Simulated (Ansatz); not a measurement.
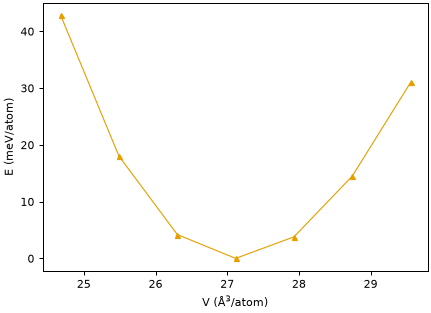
PbS (rock salt, space group No. 225) under volume change, PBE in the plane-wave PAW code Ansatz, shape and atoms relaxed at each volume.

Q: What does a third-order Birch–Murnaghan fit give for V₀, B₀ and B′?

A: V₀ = 27.12 Å³/atom, B₀ = 52.7 GPa, B′ = 4.3.

Space group Fm-3m (rock salt). Symmetry was held in the PBE relaxation. Spin–orbit coupling is left out wherever it is not named.

Potentials: the later of the program's two PAW sets.
